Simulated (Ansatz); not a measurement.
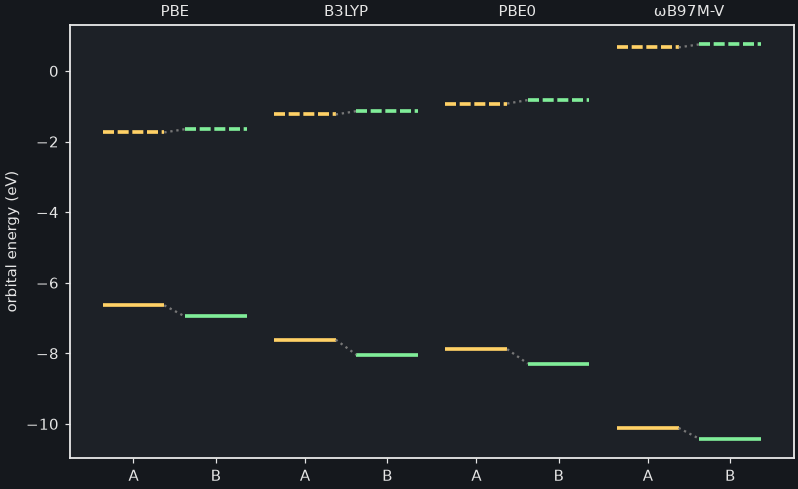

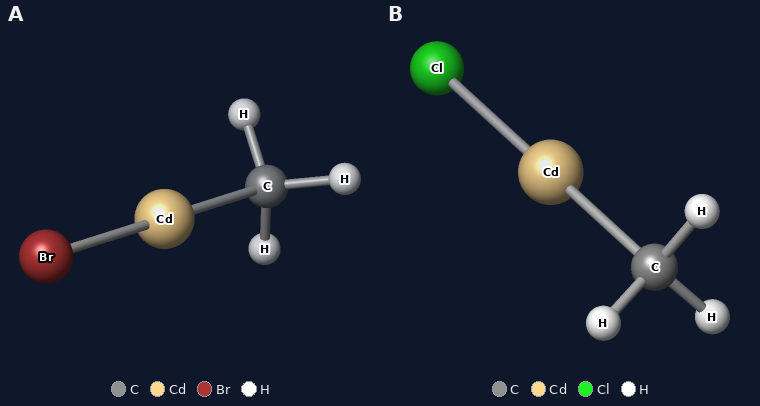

One change: A, CH₃BrCd (SMILES [CH3][Cd][Br]), becomes B, CH₃CdCl (SMILES [CH3][Cd][Cl]). Br on Cd is replaced by Cl. HOMO (solid) and LUMO (dashed) computed in def2-TZVPP at PBE0-D4/def2-TZVP geometries, both minima by their frequencies, gas phase, the Ansatz code. Empty levels above zero depend strongly on the basis.

Q: What does the change do to HOMO and LUMO?

A: PBE: the HOMO falls by 0.32 eV, the LUMO rises by 0.09 eV, and the separation goes from 4.90 to 5.31 eV. B3LYP: the HOMO falls by 0.43 eV, the LUMO rises by 0.09 eV, and the separation goes from 6.38 to 6.90 eV. PBE0: the HOMO falls by 0.41 eV, the LUMO rises by 0.10 eV, and the separation goes from 6.96 to 7.47 eV. ωB97M-V: the HOMO falls by 0.31 eV, the LUMO rises by 0.08 eV, and the separation goes from 10.78 to 11.17 eV.

Q: Do the functionals agree on the effect?

A: They agree on the direction for both levels; the HOMO shift lies between −0.43 and −0.31 eV and the LUMO shift between 0.08 and 0.10 eV, while the separations themselves differ by up to 5.9 eV between functionals.

Note: core potentials past krypton.
